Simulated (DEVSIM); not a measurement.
Device: abrupt Si n-p junction, at 300 K.

| layer (left to right) | material | thickness (μm) | Nd (cm⁻³) | Na (cm⁻³) | τn (s) | τp (s) |
|---|---|---|---|---|---|---|
| 1 | Si | 38.0 | 1e16 | - | 3.6e-5 | 3.6e-5 |
| 2 | Si | 68.0 | - | 1.1e15 | 3.6e-5 | 3.6e-5 |

Left contact: ohmic. Right contact: ohmic. Voltage is applied to the left contact. Recombination: SRH at mid-gap, Auger. Mobility is constant in doping.

Constants are typed, rounded textbook-type inputs, not results; the design itself was drawn at random and stands for no fabricated device. Values at 300 K.

```csv
parameter,Si
gap (eV),1.124
affinity (eV),4.05
permittivity,11.7
Nc (cm⁻³),2.86e19
Nv (cm⁻³),3.1e19
μn (cm²/Vs),1417
μp (cm²/Vs),470
Cn (cm⁶/s),2.8e-31
Cp (cm⁶/s),9.9e-32
```

Model (solved in DEVSIM): 1D drift-diffusion, Boltzmann statistics, complete ionisation; no tunnelling, impact ionisation, image-force lowering or self-heating.

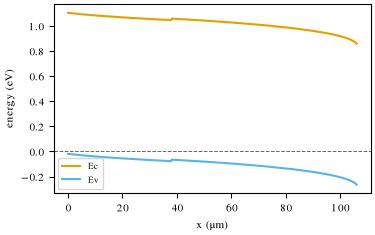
Band edges at -0.9 V on the left contact

Energies count from the Fermi level of the right contact; mesh points crowd at the junctions.

```csv
x (μm),Ec (eV),Ev (eV),n (cm⁻³),p (cm⁻³),field (V/cm)
0.000,1.106,-0.018,1.0e16,12000,-28
0.05762,1.106,-0.018,1.0e16,2.5e13,-28
0.2423,1.105,-0.019,1.0e16,1.0e14,-27
0.8809,1.103,-0.021,1.0e16,3.7e14,-26
4.598,1.095,-0.029,1.2e16,1.7e15,-21
15.68,1.075,-0.049,1.4e16,4.3e15,-15
30.87,1.055,-0.069,1.7e16,6.6e15,-12
36.62,1.048,-0.076,1.7e16,7.4e15,-11
37.61,1.047,-0.077,1.7e16,7.5e15,-11
37.90,1.047,-0.077,1.7e16,7.5e15,35
37.99,1.051,-0.073,1.5e16,8.7e15,1400
38.05,1.058,-0.066,1.1e16,1.2e16,290
38.24,1.059,-0.065,1.1e16,1.2e16,-12
38.85,1.058,-0.066,1.1e16,1.2e16,-12
42.42,1.054,-0.070,1.0e16,1.1e16,-13
53.10,1.039,-0.085,9.0e15,1.0e16,-15
82.45,0.983,-0.141,4.9e15,6.0e15,-26
99.09,0.924,-0.200,2.0e15,3.1e15,-54
104.7,0.881,-0.243,6.0e14,1.7e15,-120
105.6,0.867,-0.257,2.1e14,1.3e15,-190
105.9,0.861,-0.263,6.0e13,1.2e15,-220
106.0,0.859,-0.265,110000,1.1e15,-230
```
